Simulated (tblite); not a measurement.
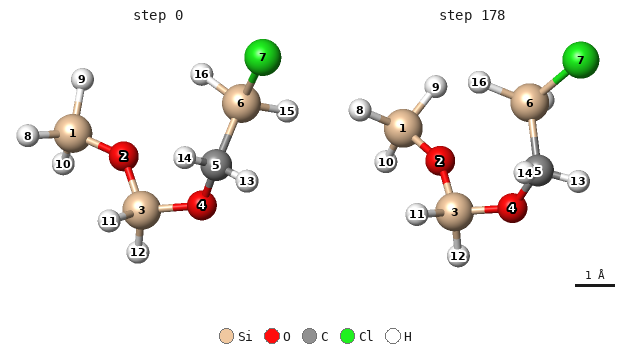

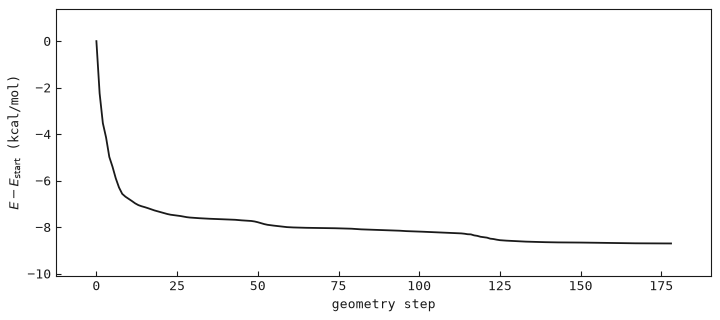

First and last geometry of a relaxation of CH₉ClO₂Si₃, with the history of the run. A ball-and-stick model, seen at a tilt.

The calculation used tblite 0.8.0, GFN2-xTB geometry optimisation, gas phase. 

Read the history and describe the run.

It converged. The atom that moves furthest after the best rigid fit is H15 (1.67 Å). By element the largest moves are H 1.67 Å, Si 0.70 Å, Cl 0.52 Å, O 0.23 Å, C 0.23 Å. Among the contacts that change: Si3–O4 1.669 → 1.607 Å, Si1–O2 1.666 → 1.620 Å, C5–Si6 1.873 → 1.914 Å, Si6–H16 1.497 → 1.459 Å. Among the angles between lasting bonds that change: Si1–O2–Si3 137.8° → 152.2°, Si3–O4–C5 120.1° → 131.7°, O4–Si3–H12 109.2° → 100.4°. Groups turn about O4–C5 by about 40°. After 178 geometry steps the energy has fallen by 8.70 kcal/mol.
